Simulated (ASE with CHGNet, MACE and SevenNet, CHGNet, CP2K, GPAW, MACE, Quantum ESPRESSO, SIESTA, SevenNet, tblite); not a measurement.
# Machine-learned potentials runs on (14,0) carbon nanotube bundle (112 atoms)

Aim: run (14,0) carbon nanotube bundle (112 atoms) in machine-learned potentials and see how near its forces come to a plane-wave reference, and at what cost.

Method: the method is named at each step, in ASE with CHGNet, MACE and SevenNet.

## (1) The structure

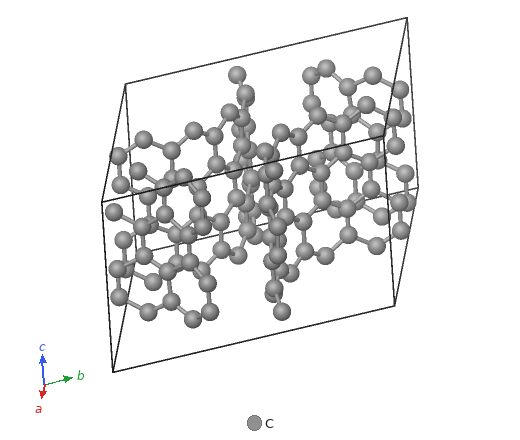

Start, viewed from the side, with the c axis up; carbon grey. Some periodic images of atoms are drawn too.

The cell holds 112 atoms: 112 C. Its edges and angles: a = 14.263 Å, b = 14.263 Å, c = 8.371 Å, α = 90.0°, β = 90.0°, γ = 120.0°. It derives from C (graphene). Graphene sheet (a = 2.46 Å) rolled into a (14,0) tube of diameter 10.96 Å, 2 periods, hexagonal bundle with 3.3 Å between walls; minimised with a classical potential (one cell length free). Then every atom was moved at random, 0.03 Å r.m.s. a Cartesian component. The structure's axis is c.

The yardstick, on the same geometry:

| Item | Value |
| --- | --- |
| method | Kohn-Sham DFT, PBE, SSSP efficiency 1.3.0 pseudopotentials, plane waves (Quantum ESPRESSO 7.5); sssp-pbe-1.3.0-efficiency, cutoffs 45/360 Ry, Γ point |
| r.m.s. force component | 2.017 eV/Å |
| longest force | 6.94 eV/Å |
| pressure | 12.2 GPa |
| time | 3.3 min on 4 MPI ranks of Arm Neoverse V1, shared host |
| CPU time | 13 min |

## (2) CHGNet r2SCAN potential

Method: machine-learned interatomic potential CHGNet r2SCAN, trained on r2SCAN plane-wave data.

Contents of run.py:

```python
import numpy as np
from ase.io import read
import mlip  # loads the published weights by name

atoms = read("structure.xyz")
atoms.calc = mlip.calc("chgnet-r2scan")
energy = atoms.get_potential_energy()
forces = atoms.get_forces()
print(f"energy {energy:.6f} eV")
print("forces (eV/A)")
for i, (a, f) in enumerate(zip(atoms, forces)):
    print(f"{i:4d} {a.symbol:2s} {f[0]:10.5f} {f[1]:10.5f} {f[2]:10.5f}")
stress = -atoms.get_stress(voigt=False) * 160.21766
print("stress (GPa, compression positive)")
for row in stress:
    print(" ".join(f"{x:10.4f}" for x in row))
```

Contents of structure.xyz:

```xyz
112
Lattice="14.26259 0.00000 0.00000 -7.13130 12.35177 0.00000 0.00000 0.00000 8.37084" Properties=species:S:1:pos:R:3 pbc="T T T"
C -1.76336 12.34572 1.45376
C 5.26774 1.21517 0.74266
C 4.89086 2.32275 1.47863
C 4.21873 3.34362 0.80745
C 5.30333 1.22591 3.57267
C 4.86397 2.38290 2.90259
C 3.41304 4.24481 1.47988
C 2.37187 4.88611 0.75605
C 4.29439 3.35585 3.57502
C 3.43315 4.28433 2.85831
C 1.18073 5.26321 1.50022
C -0.05399 5.46875 0.72265
C 2.33657 4.97122 3.56782
C 1.21089 5.26951 2.83478
C -1.20697 5.31534 1.49294
C -2.31696 4.93231 0.77380
C -0.02354 5.48172 3.55903
C -1.18280 5.31101 2.81202
C 10.87964 4.28359 1.46825
C 9.99993 3.39031 0.77698
C -2.35205 4.87623 3.52119
C 10.84406 4.25531 2.85195
C 9.35868 2.39501 1.41065
C 8.97809 1.27458 0.76861
C 10.02653 3.43120 3.58197
C 9.32788 2.31447 2.87789
C 1.66537 12.32744 1.47653
C 1.81662 11.18527 0.81222
C 8.99763 1.24790 3.54564
C 1.69147 12.33065 2.86751
C 2.21298 9.96590 1.55555
C 2.87213 8.91934 0.82369
C 1.85420 11.09819 3.62792
C 2.23794 9.99036 2.85873
C 3.69586 8.06941 1.41651
C 4.74587 7.44713 0.77522
C 2.89231 8.95059 3.57175
C 3.76375 8.09214 2.90016
C 5.91997 7.09165 1.42857
C 7.11339 6.86524 0.74902
C 4.76370 7.40563 3.55769
C 5.93473 7.08930 2.89238
C 8.34996 7.03446 1.52040
C 9.47906 7.42737 0.81691
C 7.12694 6.89859 3.54371
C 8.35081 7.02408 2.86592
C -3.80590 8.12141 1.48373
C -2.89674 8.95775 0.75622
C 9.46807 7.40538 3.58238
C -3.81082 8.13735 2.88752
C -2.27660 9.97010 1.38044
C -1.84088 11.14550 0.77338
C -2.82692 8.96603 3.59352
C -2.20265 9.98258 2.90142
C -1.85942 11.13364 3.53551
C -1.71002 12.35016 2.90535
[... 52 atom lines left out ...]
C -2.87042 8.93688 7.70544
C -2.23895 9.92835 7.01719
C -1.81421 11.14476 7.71264
C 5.39461 0.00383 7.02305
```

Command:

```console
$ OMP_NUM_THREADS=1 python run.py > output.txt
```

The program printed:

```text
CHGNet vr2scan initialized with 412,525 parameters
CHGNet will run on cpu
energy -1101.940063 eV
forces (eV/A)
   0 C     0.37915    0.42498    1.32322
   1 C     0.45096   -1.29286    1.60656
   2 C    -0.44726    1.54910    0.23690
   3 C     0.49304    0.02989   -2.21190
   4 C     0.18040   -0.13871   -0.00764
   5 C     2.27050   -3.61591   -2.38336
   6 C    -0.04920    0.25947   -0.12640
   7 C    -1.09203    0.53930    3.11720
   8 C    -2.73965    4.36293    0.32029
   9 C    -0.73614    0.44471    1.57864
  10 C     0.02822    0.15353   -4.28380
  11 C     2.67685    0.05987    2.65960
  12 C     3.21317   -1.43090   -0.20127
  13 C    -1.68013    0.69176    2.74675
  14 C     0.09400    0.47548   -3.99196
  15 C    -2.16091   -0.76849   -0.42726
  16 C     1.36116    0.04653   -0.29879
  17 C    -1.56919   -0.28708    4.59762
  18 C    -0.16266   -0.07791   -1.17309
  19 C     1.48445    2.41036   -0.44081
  20 C     0.34754    0.41511    2.45915
  21 C     1.59073    1.47242    0.17852
  22 C    -1.00357   -0.71018    3.94907
  23 C    -0.96743   -3.21555   -1.47207
[...]
104 C     0.12870   -0.19343    0.60024
 105 C    -1.83048   -1.73814    1.66605
 106 C     0.23537   -0.17964    0.11451
 107 C    -0.46488   -1.86561   -0.44677
 108 C     0.14019   -0.47835    1.14652
 109 C     1.70039    3.16339    0.33936
 110 C    -0.25946   -1.13418    0.23120
 111 C     0.25036   -0.20518    1.00513
stress (GPa, compression positive)
    6.6036     0.0490     0.1987
    0.0490     7.1158     0.3184
    0.1987     0.3184    15.5818
```

Wall time 5.4 s (1 thread of Arm Neoverse V1, shared host); peak memory 2.2 GiB.

Banners, paths, timers and routine set-up lines are dropped from the logs unmarked, and long logs keep their key lines alone; longer cuts are marked.

Numbers from this run, and their distance from the reference:

```yaml
r_m_s_force_component: 1.749 eV/Å
r_m_s_difference_of_force_components: 416.8 meV/Å
longest_difference_of_force_vectors: 1438 meV/Å
force_difference_over_r_m_s_force: 20.66 %
slope_of_forces_against_the_reference_s: 0.8546
correlation_of_force_components: 0.9856
pressure: 9.767 GPa
pressure_difference: -2.428 GPa
```

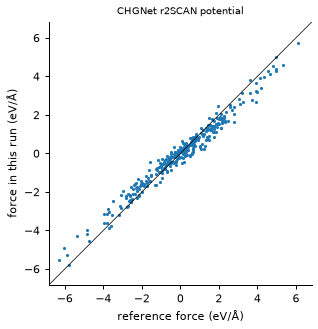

Force components against those of the reference; the line marks equality.

A closer look about C65, which bears the longest force: 10 atoms, nearest first, numbered in the order of the input, with positions taken from that point.

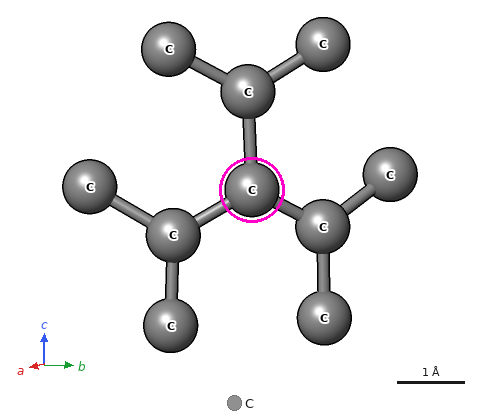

The atoms of the table, within 2.5 Å (arrows a, b, c point along x, y, z); some may hide others; the central atom is ringed.

```
atom      x      y      z  distance (Å)     Fx     Fy  Fz (eV/Å)
 C65   0.00   0.00   0.00          0.00   3.15  -3.18       4.98
 C66  -0.77   0.84  -0.61          1.30  -3.62   3.82      -1.66
 C62   0.69  -1.00  -0.66          1.39   0.88  -1.58       1.26
  C4   0.00  -0.06   1.49          1.49   0.49   0.03      -2.21
 C63  -0.79   0.86  -2.00          2.31   0.25   0.11      -1.75
 C69  -1.84   1.51   0.10          2.39   0.16   0.07      -3.14
 C59   0.72  -1.04  -2.03          2.39  -0.38   1.39      -0.64
  C7  -0.80   0.84   2.16          2.45  -0.05   0.26      -0.13
 C61   1.07  -2.21   0.06          2.46  -0.20   1.35      -2.30
  C3   0.68  -1.09   2.16          2.51  -0.45   1.55       0.24
```

Atoms are counted from 1 here, from 0 in the log.

Forces lie 21 % from the reference's, at 0.0069 times its CPU time (on 1 against 4 cores).

## (3) MACE MP-0b2 small potential

Method: machine-learned interatomic potential MACE MP-0b2 small, trained on PBE(+U) plane-wave data.

Changes to run.py since step 2:

```diff
@@ -5,3 +5,3 @@
 atoms = read("structure.xyz")
-atoms.calc = mlip.calc("chgnet-r2scan")
+atoms.calc = mlip.calc("mace-mp-0b2-small")
 energy = atoms.get_potential_energy()
```

structure.xyz is that of step 2.

The program printed:

```text
energy -1016.325592 eV
forces (eV/A)
   0 C     0.62731    0.47336    1.54462
   1 C     0.40045   -1.35581    1.63897
   2 C    -0.84716    1.92703    0.21995
   3 C     0.74317    0.03621   -2.30621
   4 C    -0.15104   -0.25279    0.30385
   5 C     2.30852   -3.36086   -2.42489
   6 C    -0.16084    0.10055    0.14084
   7 C    -1.42614    0.59777    2.52179
   8 C    -2.65038    4.23593    0.08116
   9 C    -0.82360    0.26315    1.41806
  10 C     0.12466    0.28419   -4.11726
  11 C     2.99702   -0.28947    2.75659
  12 C     3.68610   -1.96859    0.08150
  13 C    -1.87120    1.17047    2.43470
  14 C     0.24236    0.59638   -3.96899
  15 C    -2.40925   -1.12921   -0.40908
  16 C     1.37389   -0.32699   -0.09180
  17 C    -1.63397   -0.23708    4.47010
  18 C    -0.22872   -0.25640   -1.32783
  19 C     1.47277    2.25950   -0.69838
  20 C     0.51901    0.55294    2.75716
  21 C     1.75295    1.30148    0.15418
  22 C    -0.90561   -0.97945    4.08416
  23 C    -0.86830   -3.03511   -1.61661
[...]
104 C     0.07753   -0.37904    0.79552
 105 C    -1.77568   -1.91957    1.74809
 106 C     0.90952   -0.47138    0.24186
 107 C    -1.39569   -2.15896   -0.49677
 108 C    -0.00920   -0.38054    1.06841
 109 C     1.51468    3.45992    0.70907
 110 C    -0.53702   -1.34434    0.29977
 111 C     0.52440   -0.05853    0.89476
stress (GPa, compression positive)
    7.2343     0.0118     0.1138
    0.0118     7.2995     0.2642
    0.1138     0.2642    15.6821
```

It took 7.7 s on 1 thread; peak memory 0.69 GiB.

Against the reference:

```yaml
r_m_s_force_component: 1.763 eV/Å
r_m_s_difference_of_force_components: 379.8 meV/Å
longest_difference_of_force_vectors: 1291 meV/Å
force_difference_over_r_m_s_force: 18.83 %
slope_of_forces_against_the_reference_s: 0.8641
correlation_of_force_components: 0.9888
pressure: 10.07 GPa
pressure_difference: -2.123 GPa
```

Against the first run (21 %), the force difference from the reference is 19 %, at 1.4 times the CPU time.

## (4) SevenNet l3i5 potential

Method: machine-learned interatomic potential SevenNet l3i5, trained on PBE(+U) plane-wave data.

Changes to run.py since step 3:

```diff
@@ -5,3 +5,3 @@
 atoms = read("structure.xyz")
-atoms.calc = mlip.calc("mace-mp-0b2-small")
+atoms.calc = mlip.calc("7net-l3i5")
 energy = atoms.get_potential_energy()
```

structure.xyz is that of step 3.

The program printed:

```text
energy -1015.157532 eV
forces (eV/A)
   0 C     0.71117    0.67520    1.86942
   1 C     0.56923   -1.63894    1.81363
   2 C    -0.80951    2.01703    0.42153
   3 C     0.63441    0.22558   -2.64854
   4 C    -0.04742   -0.35868    0.33372
   5 C     2.73237   -4.07470   -3.06597
   6 C    -0.31695    0.33414    0.00432
   7 C    -1.26594    0.58046    3.14435
   8 C    -3.11220    5.12463    0.22372
   9 C    -0.93072    0.32227    1.56877
  10 C     0.38156    0.25256   -4.76372
  11 C     3.05193   -0.24716    3.25733
  12 C     4.06813   -2.04542    0.38728
  13 C    -2.00815    1.28556    3.05021
  14 C     0.15665    0.70830   -4.49358
  15 C    -2.61688   -1.21067   -0.54619
  16 C     1.94445   -0.35216   -0.17137
  17 C    -2.00420   -0.19738    5.04328
  18 C    -0.37351   -0.31039   -1.10692
  19 C     1.70370    2.72768   -0.70928
  20 C     0.51402    0.55187    2.71073
  21 C     1.69149    1.40600   -0.01018
  22 C    -1.11910   -1.19554    4.86722
  23 C    -1.01379   -3.54003   -1.59391
[...]
104 C     0.15433   -0.40842    1.09429
 105 C    -2.14062   -2.24967    1.81091
 106 C     1.00532   -0.44207    0.44245
 107 C    -1.38541   -2.26587   -0.82801
 108 C     0.08521   -0.34997    1.61941
 109 C     1.74791    3.81481    0.53097
 110 C    -0.59001   -1.47711    0.64268
 111 C     0.63733   -0.12658    0.81247
stress (GPa, compression positive)
    8.0926     0.0128     0.1314
    0.0128     8.2444     0.3427
    0.1314     0.3427    18.5562
```

Run time: 14 s. Hardware: 1 thread; peak memory 2 GiB.

Compared with the plane-wave run:

* r.m.s. force component: 2.005 eV/Å
* r.m.s. difference of force components: 302.1 meV/Å
* longest difference of force vectors: 923.7 meV/Å
* force difference over r.m.s. force: 14.98 %
* slope of forces against the reference's: 0.9826
* correlation of force components: 0.9887
* pressure: 11.63 GPa
* pressure difference: -0.5642 GPa

Against the first run (21 %), the force difference from the reference is 15 %, at 2.6 times the CPU time.

## (5) All runs compared

Differences are against the plane-wave reference, forces as r.m.s. over components; share is that over the reference's r.m.s. force, slope the least-squares factor from reference forces to these. Total energies of different programs have different zeros and aren't compared.

```
                        run  Δ force, r.m.s. (meV/Å)  share (%)  slope  Δ pressure (GPa)  cores  CPU time  memory (GiB)
                  reference                        -          -      -                 -      4    13 min           4.1
    CHGNet r2SCAN potential                      417       20.7  0.855             -2.43      1     5.4 s           2.2
MACE MP-0b2 small potential                      380       18.8  0.864             -2.12      1     7.7 s          0.69
    SevenNet l3i5 potential                      302       15.0  0.983            -0.564      1      14 s           2.0
```

Times of the machine-learned potentials are mostly Python's start and the loading of weights.

CPU time is summed over cores on a shared host, where runs went side by side, so it is rough. Symmetry, cutoffs, thresholds, outputs and thread counts weren't matched or tuned between programs; memory under MPI is the largest rank's times the ranks.

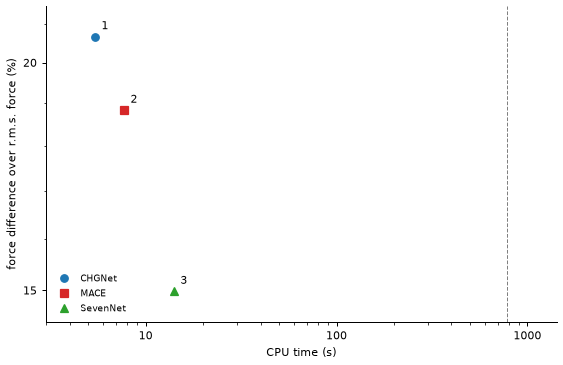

Force difference against CPU time; the dashed line marks the reference's time. Points: 1 CHGNet r2SCAN potential; 2 MACE MP-0b2 small potential; 3 SevenNet l3i5 potential.

A second geometry, displaced anew (every atom was moved at random, 0.06 Å r.m.s. a Cartesian component), gives an energy difference that all programs can be tested on. The reference puts it at 202.7 meV/atom.

```
                        run  energy less the first geometry's (meV/atom)  error (meV/atom)  force share at the second geometry (%)
    CHGNet r2SCAN potential                                        173.1             -29.6                                    16.1
MACE MP-0b2 small potential                                        190.5             -12.2                                    11.1
    SevenNet l3i5 potential                                        201.1             -1.56                                    9.99
```

## (6) Summary of results

```json
{"nearest in forces": "SevenNet l3i5 potential, 15 %", "its CPU time": "14 s"}
```

What this shows: Machine-learned potentials differ by 15 % (SevenNet l3i5 potential) to 21 % (CHGNet r2SCAN potential); they were trained on other programs' data, some at another functional. The energy difference between the two geometries, 203 meV/atom in the reference, is met best by SevenNet l3i5 potential (-1.56) and worst by CHGNet r2SCAN potential (-29.6). The reference's pressure holds the uncorrected Pulay stress of its 45 Ry basis, so small pressure differences, and their order, may be the reference's own error. Machine-learned potentials mimic data converged in k, so the reference's own k-point error enters their differences. The reference's stress is far from hydrostatic: its diagonal is 7.7, 7.8, 21.1 GPa, compression counted positive. The reference's pressure of 12 GPa belongs to a cell and atoms that aren't relaxed at this level. The electronic-structure runs sample only Γ, in a cell whose shortest periodic width is 8 Å.

[Also dropped from logs without a mark: logging warnings of Python, and SIESTA's first energy breakdown and zero terms.]

[Logs are printed without paths, hosts, clocks, repeated set-up lines and the standing remarks that a program may print on its own settings, such as how far it seeks lower states.]

[Hosts, paths, dates, database ids (printed as entryN), source tags and the programs' standing remarks are cut or masked in the printed files.]
